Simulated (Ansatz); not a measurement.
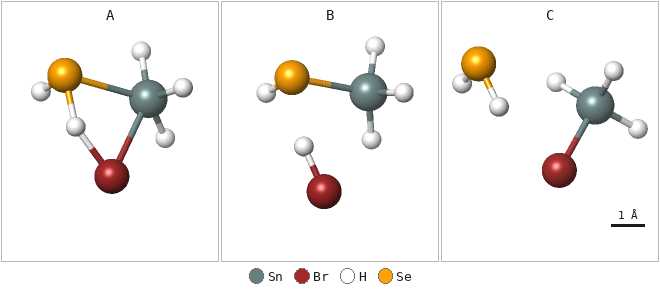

3 geometries from a converged minimum-energy path of SnH₅SeBr, made up of SnH3Br and H2Se, shuffled. The picture is a ball-and-stick view, seen from a free direction.

Computed with Ansatz 0.2.0, RKS PBE-D4/def2-SVP. Set-up: 7 movable images; climbing image; force threshold 0.05 eV/Å; iteration limit 60; starting path through a guess of the saddle point.

**Which frame is the top of the path?**

A. In order along the path, whose images run from 0 to 8: C (image 1, +0.01 eV), A (image 5, +0.75 eV), B (image 7, +0.19 eV). Breaking: H–Se (1.49 → 2.34 Å), Br–Sn (2.54 → 4.08 Å). Forming: Br–H (2.76 → 1.48 Å), Se–Sn (4.00 → 2.60 Å).

Limits of the set-up: the start holds two separate molecules, 2.8 Å apart at their closest, whose relative position is a soft coordinate.

The run took 2.6 min on 2 threads of Arm Neoverse V1 (shared host), peak memory 0.17 GiB.
